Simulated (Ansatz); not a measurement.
## A computed series for ZnS: response to strain

The reference is ZnS in the wurtzite structure (space group P6_3mc, No. 186).

```
ZnS
1.0
    3.73826     0.00000     0.00000
   -1.86913     3.23743     0.00000
    0.00000     0.00000     6.14288
Zn S
2 2
Direct
  0.33333   0.66667   0.00059
  0.66667   0.33333   0.50059
  0.33333   0.66667   0.37441
  0.66667   0.33333   0.87441
```

Cartesian axes are those of the cell as printed.

Strains are applied to the cell and any free atomic positions relax.

Level of theory: LDA (Ansatz, a quantum-chemistry and plane-wave program; PAW; 420 eV plane waves; no spin-orbit coupling).

Notes on the quantities. pressure: mean of the normal stresses, compression positive.

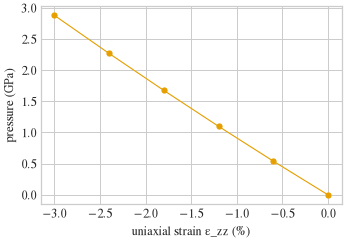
Pressure against uniaxial strain ε_zz

Problem. From the plot, what is the pressure for uniaxial strain ε_zz = −2.40 %?

Solution. About 2.3 GPa.

Problem. Is the trend monotonic over the range shown?

Solution. Yes, it falls throughout, spanning 0.00 GPa to 2.88 GPa.

No phonon test of stability was made.
